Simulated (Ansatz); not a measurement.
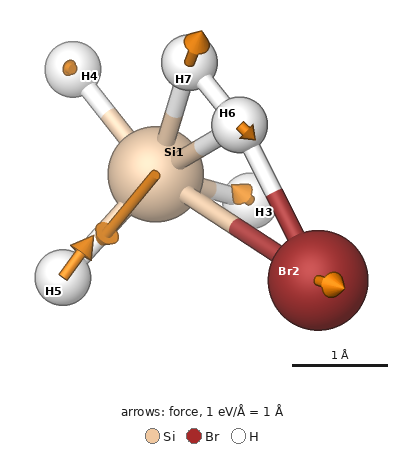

Starting geometry of SiH$_{5}$Br with the computed forces as orange arrows. A ball-and-stick model, seen from a free direction.

The calculation used RKS PBE0-D4/def2-SVP in Ansatz.

Input file:
```yaml
crystal:
  periodic: [false, false, false]
  atoms:
    - {symbol: Si, position_ang: [-0.452934, -0.212390, 0.164662]}
    - {symbol: Br, position_ang: [1.268239, 0.168576, -1.751851]}
    - {symbol: H, position_ang: [-1.475177, 0.350423, -0.778406]}
    - {symbol: H, position_ang: [-1.044172, -0.045104, 1.538468]}
    - {symbol: H, position_ang: [-0.110431, -1.685655, 0.082672]}
    - {symbol: H, position_ang: [1.068546, 0.722911, -0.009350]}
    - {symbol: H, position_ang: [0.618734, 0.818608, 0.809103]}
basis:
  gaussian: {orbitals: def2-SVP}
hamiltonian: {xc: pbe0, dispersion: d4}
saddle:
  f_tol: 0.02
  max_steps: 40
  mode_guess:
    - [-0.1089, 0.0006, 0.4249]
    - [0.3020, 0.2111, 0.0042]
    - [0.1640, 0.1049, 0.0495]
    - [-0.3072, -0.0232, 0.2427]
    - [0.1056, 0.1012, 0.0112]
    - [-0.0423, -0.1650, -0.5823]
    - [-0.1132, -0.2296, -0.1503]
```

Run as
```bash
ansatz run in.yaml --threads 2 --pin off --events-out ev --progress --plain --max-ram 4352MiB
```

**What follows when this structure is relaxed?**

It isn't relaxed: the largest force vector, on Si1, is 1.34 eV/Å. The final displacements have little in common with the starting forces (cosine between the two patterns 0.21). The energy falls by 0.061 eV in 15 geometry steps. The largest force component goes from 0.95 to 0.003 eV/Å. The forces were under the threshold at step 6, but the run went on from there. The atom that moves furthest after the best rigid fit is Br2 (0.19 Å). By element the largest moves are Br 0.19 Å, H 0.18 Å, Si 0.06 Å. Near-neighbour distances that change, for instance: Si1–H7 1.621 → 1.729 Å, Si1–Br2 2.604 → 2.676 Å, Si1–H6 1.794 → 1.841 Å, Br2–H6 1.839 → 1.876 Å. Bond angles that change, for instance: H3–Si1–H7 117.5° → 105.2°, H5–Si1–H7 119.4° → 129.3°, Br2–Si1–H4 156.2° → 151.5°.
